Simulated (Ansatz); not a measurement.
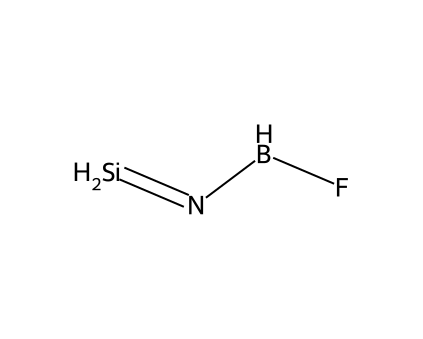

Simulated data, not a measurement (program: Ansatz).

**Give its SMILES.**

FBN=[SiH2]

**Give the formula, hydrogens included.**

BFH3NSi.

**An optimisation with PBE0-D4/def2-TZVP gave a structure of which point group?**

Cs. Other conformers may differ.
